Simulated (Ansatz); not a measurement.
# SiH₂ + HF: a complex and its separated parts

The complex below is one end of an elementary step. How strongly is it bound against its free parts?

Computed with Ansatz 0.2.0, Gaussian basis. Level: PBE0-D4/def2-TZVP structures, single points in def2-TZVPP, no counterpoise correction.

Levels: SPW92, PBE-D4, BLYP-D4, r2SCAN-D4, B97M-V, PBE0-D4, B3LYP-D4, r2SCAN0-D4, BHLYP-D4, CAM-B3LYP-D4, wB97X-V, wB97M-V, B2PLYP, PBE-QIDH, RPA on PBE, Hartree-Fock, MP2, CCSD, CCSD(T).

Cores are frozen in the correlated methods. B3LYP uses VWN-RPA correlation. B2PLYP carries no dispersion term here.

56 further runs of the same task are left out: 56 set aside as unsound or not needed.

### 1 The system as given

The complex: 5 atoms, charge 0, spin multiplicity 1.

Atoms are counted from 1 here; the program's logs count them from 0.

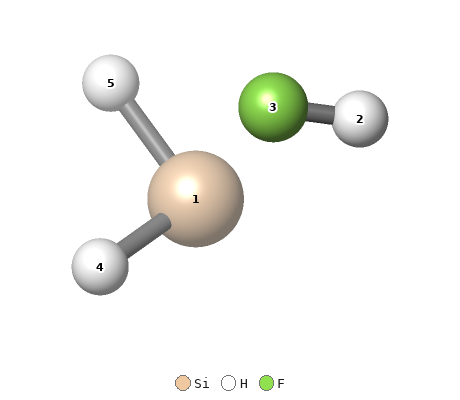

As it starts; silicon light orange, hydrogen white, fluorine green; atoms are numbered from 1 in the order of the file.

Geometry (Å):

```xyz
5

Si   -0.7291    0.0411    0.6638
H     0.3498   -1.3435   -1.2338
F     0.7015   -0.5249   -0.9742
H     0.4808    0.4042    1.5088
H    -0.8029    1.4231    0.0356
```

Its parts: SiH₂ holds atoms 1, 4, 5; HF holds atoms 2, 3. Each part counts its atoms afresh in its own runs.

### 2 Relaxing SiH₂ alone

Contents of relax-a/in.yaml:

```yaml
crystal:
  periodic: [false, false, false]
  atoms:
    - {symbol: Si, position_ang: [-0.729115, 0.041143, 0.663773]}
    - {symbol: H, position_ang: [0.480753, 0.404190, 1.508830]}
    - {symbol: H, position_ang: [-0.802915, 1.423066, 0.035633]}
basis:
  gaussian: {orbitals: def2-TZVP}
hamiltonian: {xc: pbe0, dispersion: d4}
relax: {f_tol: 0.005, max_steps: 200}
```

On the command line:

```
$ ansatz run in.yaml --threads 2 --pin off --events-out ev --progress --plain --max-ram 4352MiB
```

The runs that follow: Relaxing HF alone; SPW92/def2-TZVPP; PBE-D4/def2-TZVPP; BLYP-D4/def2-TZVPP; r2SCAN-D4/def2-TZVPP; B97M-V/def2-TZVPP; PBE0-D4/def2-TZVPP; B3LYP-D4/def2-TZVPP; r2SCAN0-D4/def2-TZVPP; BHLYP-D4/def2-TZVPP; CAM-B3LYP-D4/def2-TZVPP; wB97X-V/def2-TZVPP; wB97M-V/def2-TZVPP; B2PLYP/def2-TZVPP; PBE-QIDH/def2-TZVPP; RPA on PBE/def2-TZVPP; CCSD(T)/def2-TZVPP; CCSD(T)/def2-QZVPP; Vibrations of SiH₂; Vibrations of HF.

Q: Predict the outcome of this session. Wanted: complex less parts, CCSD(T)/def2-TZVPP; with zero-point energy; largest T1 diagnostic.

As calculated:

| quantity | value |
| --- | --- |
| complex less parts, CCSD(T)/def2-TZVPP | -5.1 kcal/mol |
| with zero-point energy | -2.5 kcal/mol |
| largest T1 diagnostic | 0.014 |

In words: At CCSD(T) the complex lies 5.1 kcal/mol below its parts. B2PLYP is the best functional here (-0.9 kcal/mol from CCSD(T)); SPW92 is the worst (-8.9 kcal/mol). By rung, the mean size of the error is: LDA 8.9, GGA 3.0, meta-GGA 3.6, hybrid 2.3, range-separated hybrid 2.6, double hybrid 1.4 kcal/mol. PBE-D4 gives a relative energy 4.0 kcal/mol too low, outside chemical accuracy (1 kcal/mol). No counterpoise was applied, and triple zeta lacks some correlation, so the CCSD(T) reference has a basis error of its own, and close matches with it are partly luck. The restricted Hartree–Fock reference is unstable towards an unrestricted one at one or more of these structures.
